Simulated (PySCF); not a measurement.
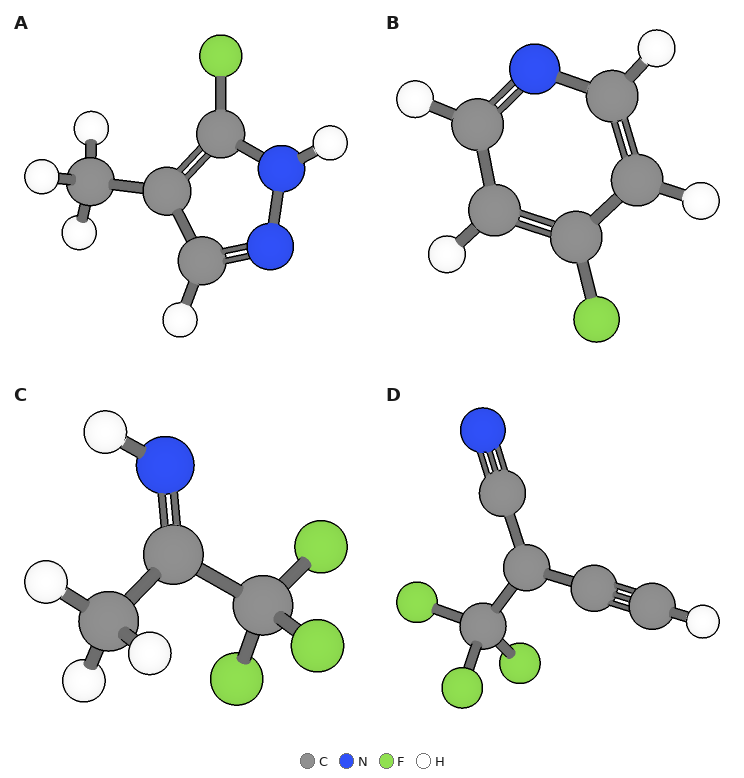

Source: calculation with PySCF.

Which panel belongs to which SMILES?
(1) Fc1ccncc1
(2) Cc1cn[nH]c1F
(3) C#C[C-](C#N)C(F)(F)F
(4) [H]/N=C(\C)C(F)(F)F

Answer. A is (2), B is (1), C is (4), D is (3).
